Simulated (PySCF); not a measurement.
## Electronic structure of C6H11BClF in real space

```xyz
20

C     2.5808    0.0624    0.5442
C     1.4412   -0.7356   -0.0773
C     0.1860    0.1065   -0.2991
C    -0.4655    0.6429    0.9893
B    -2.0010    0.7907    0.6273
Cl   -3.1815    1.5738    1.5544
C    -2.2383    0.0705   -0.7625
C    -0.9271   -0.6847   -1.0042
F    -0.6570   -0.8046   -2.3540
H     2.8204    0.9275   -0.0695
H     3.4719   -0.5551    0.6256
H     2.3135    0.4086    1.5393
H     1.1969   -1.5842    0.5669
H     1.7627   -1.1330   -1.0425
H     0.4379    0.9509   -0.9488
H    -0.3410   -0.0962    1.7866
H     0.0279    1.5484    1.3404
H    -2.3449    0.8149   -1.5573
H    -3.1072   -0.5821   -0.8418
H    -0.9810   -1.7108   -0.6201
```

Geometry: GFN2-xTB.

Level of theory: PySCF, PBE0/pcSseg-1, SCF density, gas phase, non-relativistic.

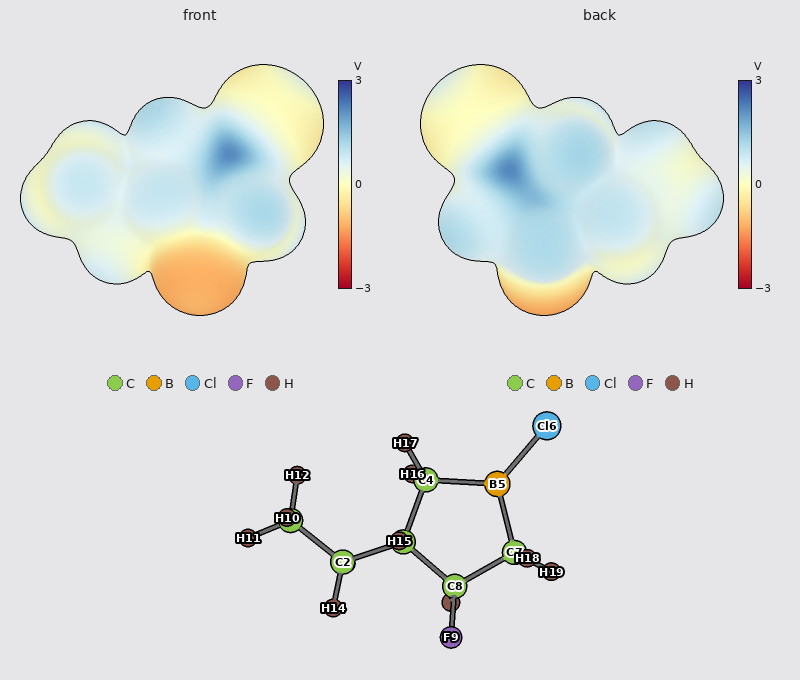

Figure 1. The electrostatic potential painted on the density surface at 0.004 e/bohr³, seen from the front and from behind; red is negative and blue positive. The bare structure is drawn below in the same view.

Where is the surface potential most negative and most positive?

The most negative region (about −1.2 V) lies over F9, the most positive (about +2.0 V) over B5. Cl6 shows a σ-hole: about +0.5 V at the tip opposite its bond, against about −0.1 V on its flanks.

What dipole moment does the calculation give?

Its dipole moment is 1.28 D.

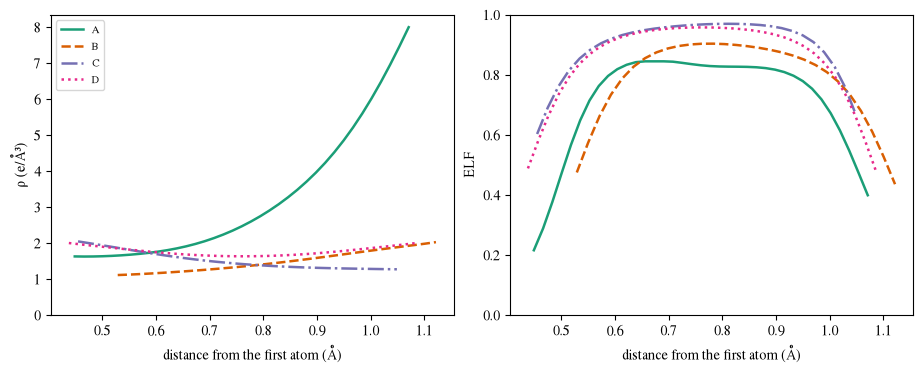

Figure 2. Total electron density and ELF along straight lines between neighbouring atoms. The curves leave out the atomic cores.

Which curve belongs to which contact (B–Cl, C–B, C–C and C–F)? The first atom named is at distance zero.

Curve A: C–F (1.38 Å): ρ is about 2.1 e/Å³ halfway, with its minimum of 1.6 e/Å³ about 0.5 Å from C; the ELF peaks at about 0.85 between the atoms, as expected for a polar covalent bond. Curve B: B–Cl (1.69 Å): the density is about 1.5 e/Å³ at the midpoint; the ELF peaks at about 0.90 between the atoms; a short, strongly polar bond. Curve C: C–B (1.58 Å): ρ at the midpoint is about 1.4 e/Å³; the ELF peaks at about 1 between the atoms (localised, covalent bonding). Curve D: C–C (1.52 Å): the density is about 1.6 e/Å³ at the midpoint; the ELF peaks at about 0.95 between the atoms; localised, covalent bonding.
